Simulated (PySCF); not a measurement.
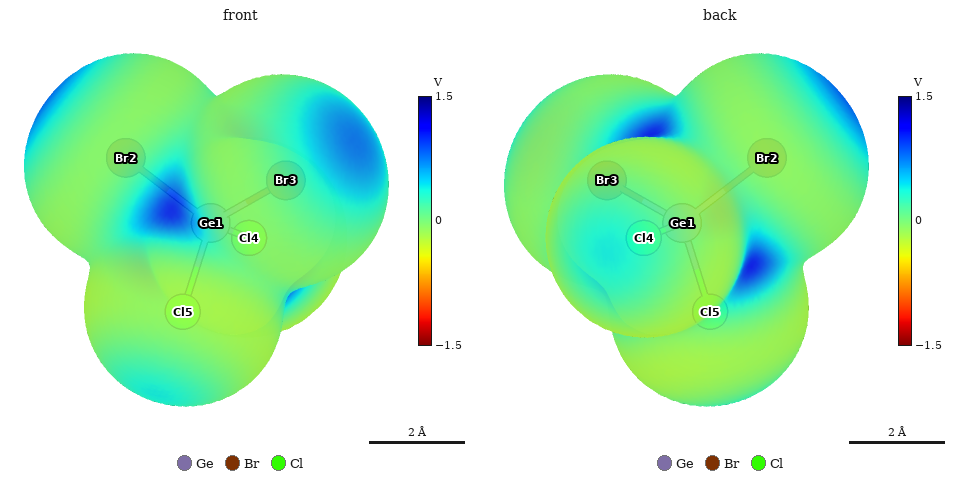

Br₂Cl₂Ge (GeBr2Cl2). The electrostatic potential painted on the density surface at 0.001 e/bohr³, seen from the front and from behind; the colour scale runs from red (negative) to blue (positive).

Geometry: PBE0-D3(BJ)/def2-SVP.

These are results of PySCF, wB97X-D/def2-SVPD, SCF density, gas phase, not measurements.

```xyz
5

Ge   -0.0052   -0.0198   -0.0201
Br   -0.0723   -0.0647    2.2550
Br    2.1488   -0.0318   -0.7472
Cl   -0.9815    1.7322   -0.7449
Cl   -1.0150   -1.7264   -0.8050
```

> Describe the electrostatic potential map.

The most negative region (about −0.2 V) lies over Cl4 and Cl5, the most positive (about +1.0 V) over Ge1. Br2 shows a σ-hole: about +0.8 V at the tip opposite its bond, against about −0.1 V on its flanks. Br3 shows a σ-hole: about +0.8 V at the tip opposite its bond, against about −0.1 V on its flanks. Cl4 shows a σ-hole: about +0.4 V at the tip opposite its bond, against about −0.1 V on its flanks. Cl5 shows a σ-hole: about +0.4 V at the tip opposite its bond, against about −0.1 V on its flanks.

> What dipole moment does the calculation give?

Its dipole moment is 0.52 D.
